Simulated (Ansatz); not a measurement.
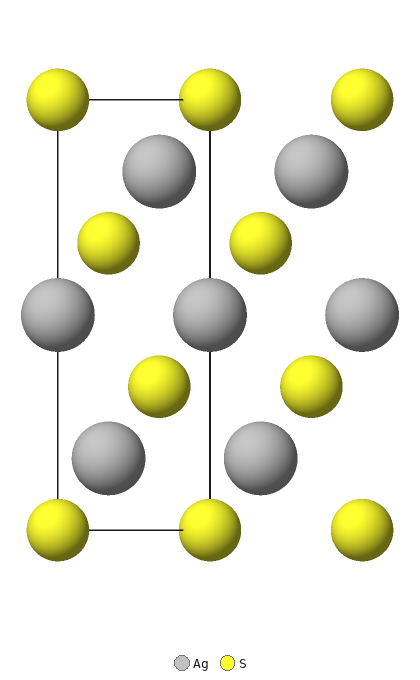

The picture looks along a close-packed row of the hexagonal mesh; [111] points upwards. Every atom sits on one of the three columns of the mesh; call them A, B, C in the order in which they first turn up. The box is the hexagonal cell of the face-centred cubic lattice. The sequence starts with the first layer at or above the cell's origin.

AgS (space group Fm-3m, No. 225). Coordinates: the geometry relaxed with Ansatz 0.2.0, DFT PBE, scalar-relativistic, plane waves, PAW; the starting structure was generated, so it need not be a known form of this composition.

Question: Give the sequence of layers in one repeat, with element and column.

Answer: S(A) – Ag(B) – S(C) – Ag(A) – S(B) – Ag(C) (six layers in 9.16 Å).

Question: How are the S layers alone stacked?

Answer: S layers alone: ACB, the cubic close-packed type.

Question: Which positions between or in the S layers do the other atoms fill?

Answer: Ag: three octahedral sites in each hexagonal cell.

Heights of the layers:

```
layer  atoms (column)  height (Å)  to next (Å)
    1            S(A)        0.00         1.53
    2           Ag(B)        1.53         1.53
    3            S(C)        3.05         1.53
    4           Ag(A)        4.58         1.53
    5            S(B)        6.11         1.53
    6           Ag(C)        7.63         1.53
```
